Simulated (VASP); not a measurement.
Band structure of Si₂W₃ (space group P4/mbm). Method: r2SCAN meta-GGA, VASP's PBE PAW potentials (set 64) (plane waves; VASP 6.6.1).

Unless said otherwise, spin-orbit coupling is left out, though it shifts the bands of the heavy elements here.

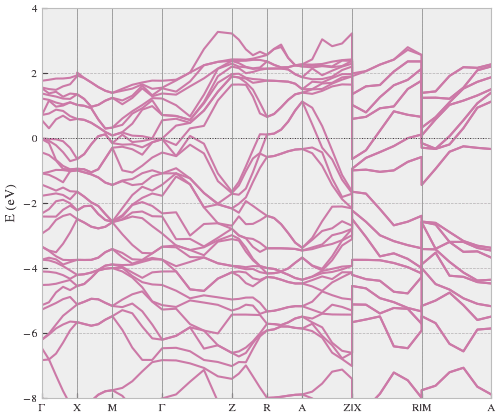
Bands along high-symmetry lines, zero at the valence-band maximum or, without a gap, the Fermi level

Question: Read the plot: is there a gap, and where are the band edges?

Answer: It has no gap at this level: it comes out as a metal or semimetal.

The structure comes from a computed database's Si2W3 entry (P4/mbm); how it stands against other phases isn't given here. It was relaxed first.
